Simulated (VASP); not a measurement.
Band structure of InAs (zinc blende). Method: PW91 GGA, VASP's PBE PAW potentials (set 64) (plane waves; VASP).

Unless said otherwise, spin-orbit coupling is left out, though it shifts the bands of the heavy elements here.

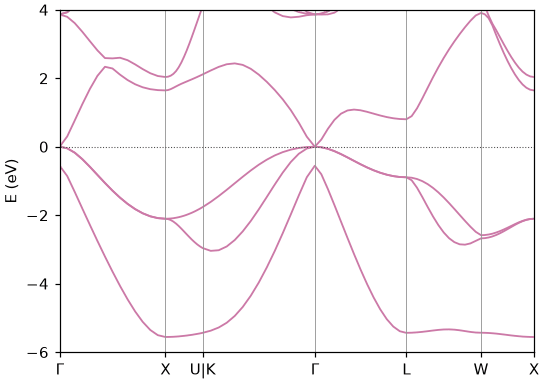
Fig. 1. Bands along high-symmetry lines, zero at the valence-band maximum or, without a gap, the Fermi level

Problem. Read the plot: is there a gap, and where are the band edges?

Solution. It has no gap at this level: it comes out as a metal or semimetal. (Edges off the drawn lines would not show.)

The compound is InAs in the zinc blende structure. It was relaxed first, which changed the volume by +6 %.
